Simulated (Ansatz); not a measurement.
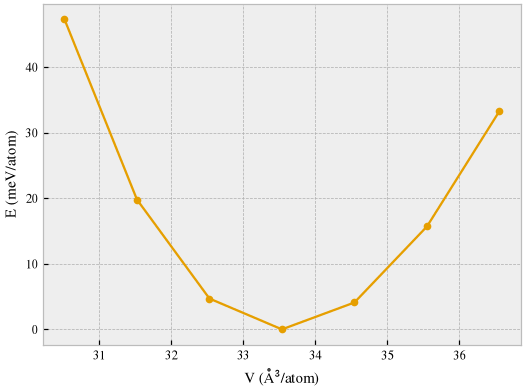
Fig. 1. InSb (zinc blende, space group No. 216) under volume change, plane-wave PAW LDA (Ansatz code), scaled uniformly.

**Question.** What does a third-order Birch–Murnaghan fit give for V₀, B₀ and B′?

**Answer.** V₀ = 33.54 Å³/atom, B₀ = 46.4 GPa, B′ = 4.8.

Space group F-43m (zinc blende). The cell was relaxed with LDA under the symmetry of its start; phonons on a q-mesh show no instability. Spin–orbit coupling is left out wherever it is not named.

Potentials: the later of the program's two PAW sets.
